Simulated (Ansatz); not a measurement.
# LaGaO3 (space group R-3c): frozen-phonon scan

Starting cell, LaGaO3 (space group R-3c):

```
CELL_PARAMETERS angstrom
      2.73391     1.57843     4.38110
     -2.73391     1.57843     4.38110
      0.00000    -3.15685     4.38110
ATOMIC_POSITIONS crystal
  La 0.25000 0.25000 0.25000
  La 0.75000 0.75000 0.75000
  Ga 0.00000 0.00000 0.00000
  Ga 0.50000 0.50000 0.50000
  O  0.75000 0.18772 0.31228
  O  0.25000 0.81228 0.68772
  O  0.31228 0.75000 0.18772
  O  0.68772 0.25000 0.81228
  O  0.18772 0.31228 0.75000
  O  0.81228 0.68772 0.25000
```

A phonon eigenvector at Γ is frozen into this cell: atom i moves by Q times the vector below, so Q is the largest atomic displacement, in Å. The cell is held. It is one choice among 2 degenerate patterns.

```
atom       x       y       z
----  ------  ------  ------
La1    0.000  -0.060   0.000
La2    0.000  -0.060   0.000
Ga3   -0.193  -0.352   0.000
Ga4    0.193  -0.352   0.000
O5    -0.395   0.914  -0.088
O6    -0.395   0.914  -0.088
O7     0.395   0.914  -0.088
O8     0.395   0.914  -0.088
O9     0.000   0.230   0.175
O10    0.000   0.230   0.175
```

Method: LDA (plane waves to 420 eV, PAW, scalar-relativistic; Ansatz, a quantum-chemistry and plane-wave program). k mesh 8×8×8 (Γ-centred), Fermi-Dirac smearing 0.05 eV. Energies are smeared free energies. LaGaO3 is run without spin polarisation. LaGaO3 was relaxed with its symmetry unable to fall. This is one of several known forms of LaGaO3; the measured ambient cells at hand have space group No. 62. ΔE is measured from the undisplaced structure.

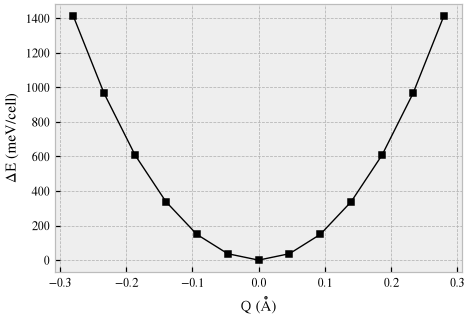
*ΔE (meV/cell) against Q (Å); markers are the computed points, lines only join them.*

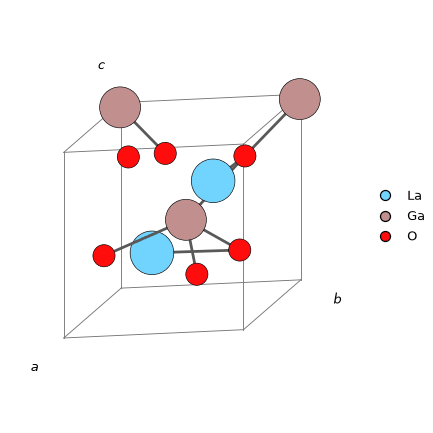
Figure. The cell of the calculation at Q = -0.280 Å.

The energy at Q = 0.280 Å is 1414 meV/cell. Wavenumber by perturbation theory (DFPT, on another k mesh): 320 cm⁻¹. Symmetry of the curve: even: the same for both signs. Shape of the curve: a single well with its minimum at or next to zero displacement. Space group of the distorted cell: Cc (No. 9), lowered from R-3c.

(A displaced cell: forces are minus the slopes of the energy, force constants its curvatures, and phonons follow from these.)
